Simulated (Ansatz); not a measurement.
System: CsReAs$_{4}$.

Input file:

```
crystal:
  lattice:
    - [0.0, 4.3525890743, 4.3525890743]
    - [4.3525890743, 0.0, 4.3525890743]
    - [4.3525890743, 4.3525890743, 0.0]
  atoms:
    - { symbol: Cs, position: [0.0, 0.0, 0.0] }
    - { symbol: Re, position: [0.25, 0.25, 0.25], spin: 4.32 }
    - { symbol: As, position: [0.6032864443, 0.6032864443, 0.1901406671] }
    - { symbol: As, position: [0.6032864443, 0.1901406671, 0.6032864443] }
    - { symbol: As, position: [0.1901406671, 0.6032864443, 0.6032864443] }
    - { symbol: As, position: [0.6032864443, 0.6032864443, 0.6032864443] }
basis:
  ecutwfc: 420
kpoints:
  mp_grid: { grid: [8, 8, 8] }
hamiltonian:
  xc: pbe
scf:
  occupations: { method: gaussian, width: 0.1 }
output:
  forces: true
  stress: true
  eigenvalues: true
  populations: true
  write_density: true
  write_potential: true
  elf: true
  volumetric_format: npy
magnetization:
  spin_polarized: true
relax:
  adjacent_minimum: "off"
  f_tol: 0.01
  max_steps: 80
  cell: { stress_tol: 0.05 }
```

Command:

```sh
ansatz run input.yaml --threads 1 --pin off --max-ram 2560MiB --backend cpu --events-out ev --progress --plain --runs-dir out
```

Below, planes, directions and counts refer to the conventional cell (a = 8.71 Å, b = 8.71 Å, c = 8.71 Å, α = 90.00°, β = 90.00°, γ = 90.00°).

The fields are those of the run's last geometry, not of the input's.

Space group F-43m; a structure generated by program, which may or may not match a known phase; spin-polarised.

All numbers below come from DFT PBE, scalar-relativistic, plane waves, PAW in Ansatz.

Question: What will maps of the valence pseudo-density, electron localisation function and spin density show?

Answer: As–As (2.54 Å): the density is about 0.45 e/Å³ at the midpoint; the ELF reaches about 0.60 near the midpoint.
Re–As (3.57 Å): ρ at the midpoint is about 0.1 e/Å³; the ELF is about 0.20 at the midpoint: no localised pair shows between them.
Cs–As (3.68 Å): the density is about 0.07 e/Å³ at the midpoint; the ELF is about 0.05 at the midpoint; no localised pair shows between them.
Cs–Re (3.77 Å): ρ is about 0.07 e/Å³ halfway; the ELF is about 0.10 at the midpoint (no shared electron pair shows on this line).
The spin density sits on Re: +3.9 μB (×4) in one cell of 24 atoms: parallel main moments, as they must be, since the calculation's own cell holds one magnetic site. The cell of the calculation (6 atoms) carries 4.0 μB of net spin moment.

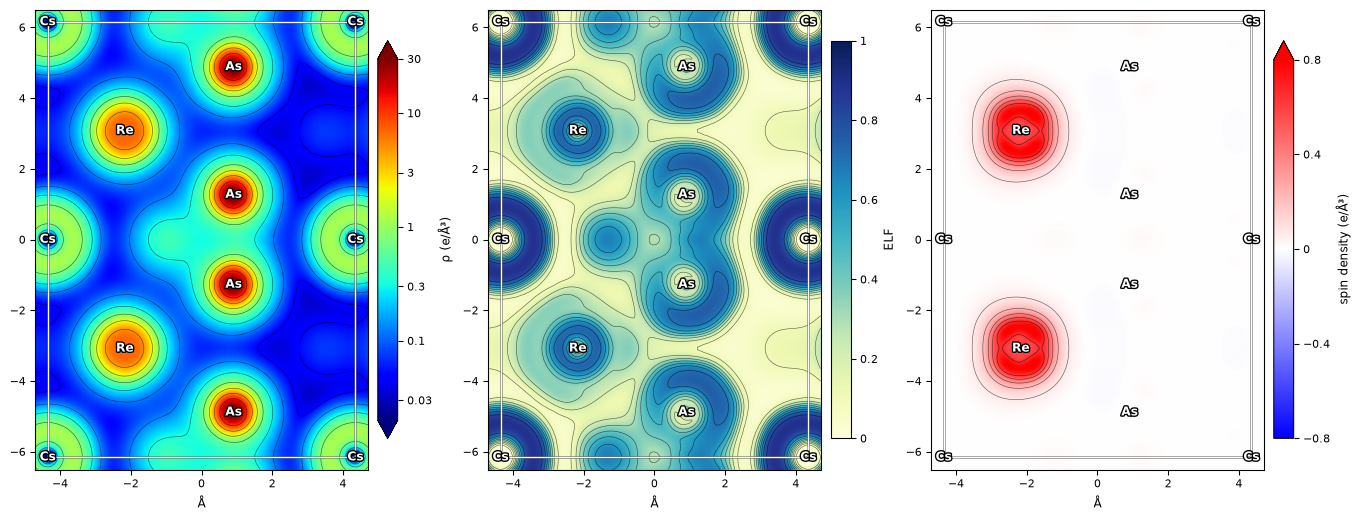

Computed valence pseudo-density, electron localisation function and spin density on the (101) plane of the conventional cell, in this order. 

Core electrons are frozen (PAW), and the valence fields are smoothed inside the atomic spheres.
